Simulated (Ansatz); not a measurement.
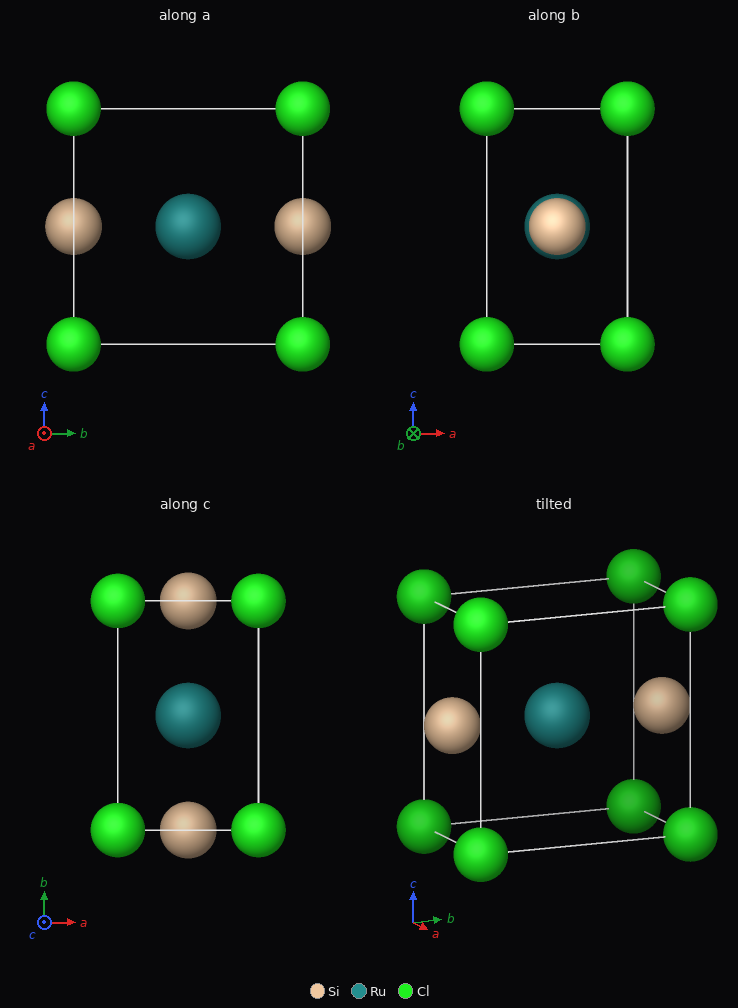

The figure gives a spheres-only picture of the atoms, viewed along the a axis, along the b axis, along the c axis and slightly off an axis. Lines trace the edges of the conventional unit cell.

Lattice parameters: a = 2.8708 Å, b = 4.6780 Å, c = 4.8116 Å, α = 90.000°, β = 90.000°, γ = 90.000°.

**Express the structure as a CIF with its space group and independent sites.**

```cif
data_structure
_symmetry_space_group_name_H-M 'P m m m'
_symmetry_Int_Tables_number 47
_cell_length_a 2.8708
_cell_length_b 4.6780
_cell_length_c 4.8116
_cell_angle_alpha 90.000
_cell_angle_beta 90.000
_cell_angle_gamma 90.000
_cell_volume 64.62
loop_
_atom_site_label
_atom_site_type_symbol
_atom_site_symmetry_multiplicity
_atom_site_Wyckoff_symbol
_atom_site_fract_x
_atom_site_fract_y
_atom_site_fract_z
_atom_site_occupancy
Si1 Si 1 d 0.5000 0.0000 0.5000 1
Ru1 Ru 1 h 0.5000 0.5000 0.5000 1
Cl1 Cl 1 a 0.0000 0.0000 0.0000 1
```

The starting point was a structure type filled with these elements by a generator (whether the compound takes this form wasn't checked). Earlier steps of the study may have refined or changed the cell and positions. A calculation with Ansatz used it as input.
